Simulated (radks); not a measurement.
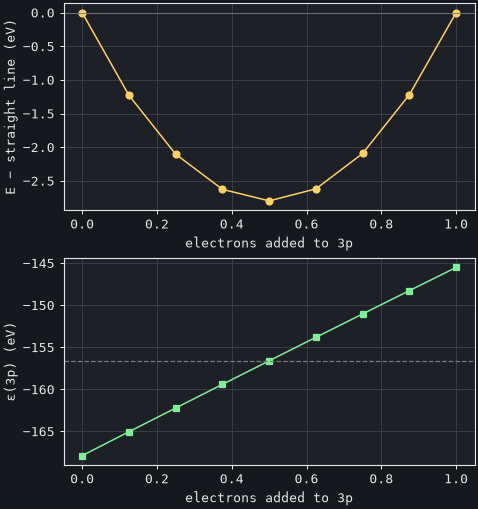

Level of theory: non-relativistic Kohn-Sham, PBE, spin-unpolarised, spherical densities, point nucleus. Computed with the in-house radial solver radks. The occupation of the 3p shell is varied from Sc⁸⁺ ([Ne] 3s2 3p1) to Sc⁷⁺ ([Ne] 3s2 3p2), with spherical fractional occupations. The plot shows the total energy less the straight line between the end points, and the eigenvalue of 3p (the dashed line is minus the energy to take the whole electron out).

Question: Is the energy convex or concave in the occupation, and by how much?

Answer: The curve is convex (below the straight line), with the largest deviation among the points computed, −2.80 eV, at 0.5. The end points differ by 156.6 eV, the energy to take the electron out. The eigenvalue, which is the slope of the energy (Janak's theorem), moves from −167.9 eV at 0 to −145.5 eV at 1; for a straight line it would stay constant, and a parabola would sag by an eighth of this change, scaled to a whole electron, 2.80 eV. Convexity is the mark of the delocalisation error, which puts fractional charges too low; for p, d and f shells the spherical spreading of the fraction adds to it.
